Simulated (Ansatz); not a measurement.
**BH2 (boron dihydride) at USVWN5/6-311G(d,p)**

Aim: the vertical ionisation energy of BH2 (boron dihydride) at USVWN5/6-311G**, from 2 runs. 

The calculation is run with Ansatz 0.2.0.

58 further runs of the same task are left out: 58 set aside as unsound or not needed.

**1. The molecule**

BH2: 3 atoms, total charge 0, spin state doublet. As SMILES, `[BH2]`. The shape is that of a GFN2-xTB optimisation.

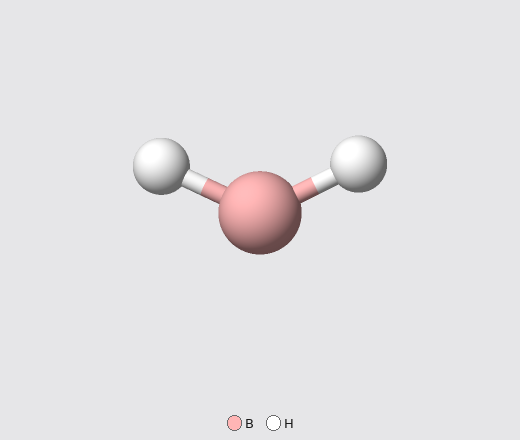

Viewed from a chosen angle; boron pink, hydrogen white.

**2. A single-point energy at USVWN5/6-311G(d,p)**

Input file job.yaml:

```yaml
crystal:
  periodic: [false, false, false]
  atoms:
    - symbol: B
      position_ang: [0.262840, -0.166230, 0.128640]
    - symbol: H
      position_ang: [0.280020, 0.985320, 0.260980]
    - symbol: H
      position_ang: [-0.542860, -0.819090, -0.389630]
basis:
  gaussian:
    orbitals: 6-311G_st__st_.json
magnetization:
  spin_polarized: true
  initial_magnetization: 1
hamiltonian:
  xc: {name: SVWN5}
accuracy: high
```

The basis set 6-311G** is read from a file made from the Basis Set Exchange's data (not shown).

Started as:

```bash
$ ansatz run job.yaml --threads 1 --pin off --max-ram 2610MiB --events-out events.jsonl --progress --plain --runs-dir runs
```

The log of the run:

```text
Warning: RAYON_NUM_THREADS=1 ignored (pool sized by the plan → 1); use --threads N
Functional definition: SVWN5
  name "SVWN5"
  exchange = slater_x
  correlation = vwn5_c
533 factors; integrals over basis functions are off by at most 6.2e-9 eV
mean field evaluation 1: about -695.7671 eV, gradient 1.1e1 eV
mean field evaluation 2: about -696.2903 eV, gradient 7.7e0 eV
mean field evaluation 4: about -696.7273 eV, gradient 1.5e-1 eV
mean field evaluation 8: about -696.7255 eV, gradient 2.3e-4 eV
mean field evaluation 16: about -695.5998 eV, gradient 3.4e0 eV
mean field -696.72545757 eV, -25.6041883081 hartree, gradient 9.5e-8 eV, S^2 0.751103; 3 other end points of the search recorded, 0 dependent functions left out
reference -696.72545984 eV, -25.6041883917 hartree; 4, 3 occupied and 26, 27 virtual orbitals, 533 factors
Total energy: -696.72545984 eV, -25.6041883917 hartree
```

Wall time 0.77 s (1 thread of Arm Neoverse V1, shared host).

**3. The singlet cation, same level**

Input file job.yaml:

```yaml
crystal:
  periodic: [false, false, false]
  atoms:
    - {symbol: B, position_ang: [0.262840, -0.166230, 0.128640]}
    - {symbol: H, position_ang: [0.280020, 0.985320, 0.260980]}
    - {symbol: H, position_ang: [-0.542860, -0.819090, -0.389630]}
basis:
  gaussian: {orbitals: 6-311G_st__st_.json}
total_charge: 1
hamiltonian: {xc: {name: SVWN5}}
accuracy: high
```

The basis set 6-311G** is read from a file made from the Basis Set Exchange's data (not shown).

Started as:

```bash
$ ansatz run job.yaml --threads 1 --pin off --max-ram 2610MiB --events-out events.jsonl --progress --plain --runs-dir runs
```

The log of the run:

```text
Warning: RAYON_NUM_THREADS=1 ignored (pool sized by the plan → 1); use --threads N
Functional definition: SVWN5
  name "SVWN5"
  exchange = slater_x
  correlation = vwn5_c
533 factors; integrals over basis functions are off by at most 6.2e-9 eV
mean field evaluation 1: about -686.2258 eV, gradient 1.8e1 eV
mean field evaluation 2: about -687.0863 eV, gradient 1.0e1 eV
mean field evaluation 4: about -687.5143 eV, gradient 3.7e-1 eV
mean field evaluation 8: about -687.5119 eV, gradient 2.7e-4 eV
mean field evaluation 16: about -687.5119 eV, gradient 3.0e-9 eV
mean field -687.51193615 eV, -25.2655976413 hartree, gradient 3.0e-9 eV, S^2 0.000000; 0 other end points of the search recorded, 0 dependent functions left out
reference -687.51193851 eV, -25.2655977280 hartree; 3, 3 occupied and 27, 27 virtual orbitals, 533 factors
Total energy: -687.51193851 eV, -25.2655977280 hartree
```

Run time: 0.4 s. Hardware: 1 thread of Arm Neoverse V1, shared host.

**4. What came out**

At USVWN5/6-311G**:

```
                                          quantity         value
                         doublet BH2: total energy  -25.60419 Eh
                                 doublet BH2: ⟨S²⟩         0.751
                      singlet cation: total energy  -25.26560 Eh
vertical ionisation energy (to the singlet cation)      9.214 eV
```

What this shows: The vertical ionisation energy comes to 9.21 eV (212 kcal/mol). Only the singlet of the ionised species was computed; a triplet could lie lower.
